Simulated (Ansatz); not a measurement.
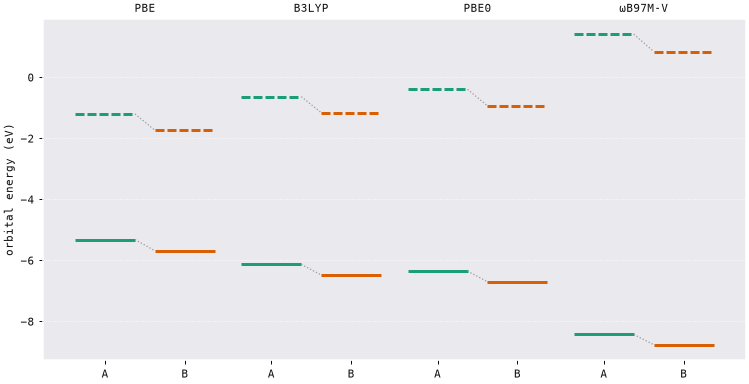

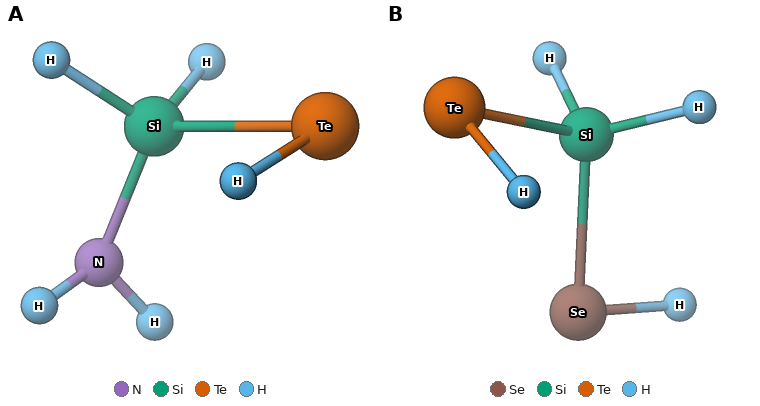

One change: A, SiNH₅Te (SMILES N[SiH2][TeH]), becomes B, SiH₄TeSe (SMILES [SeH][SiH2][TeH]). NH₂ on Si is replaced by SeH. HOMO (solid) and LUMO (dashed) computed in def2-TZVPP at PBE0-D4/def2-TZVP geometries, both minima by their frequencies, gas phase, the Ansatz code 0.2.0. Empty levels above zero depend strongly on the basis.

What does the change do to HOMO and LUMO?

Answer. PBE: the HOMO falls by 0.37 eV, the LUMO falls by 0.54 eV, and the separation goes from 4.12 to 3.95 eV. B3LYP: the HOMO falls by 0.35 eV, the LUMO falls by 0.52 eV, and the separation goes from 5.49 to 5.32 eV. PBE0: the HOMO falls by 0.35 eV, the LUMO falls by 0.54 eV, and the separation goes from 5.96 to 5.76 eV. ωB97M-V: the HOMO falls by 0.34 eV, the LUMO falls by 0.57 eV, and the separation goes from 9.84 to 9.60 eV.

Do the functionals agree on the effect?

Answer. They agree on the direction for both levels; the HOMO shift lies between −0.37 and −0.34 eV and the LUMO shift between −0.57 and −0.52 eV, while the separations themselves differ by up to 5.7 eV between functionals.

Note: core potentials past krypton; spin-orbit coupling is left out, and with Te it can shift these values.
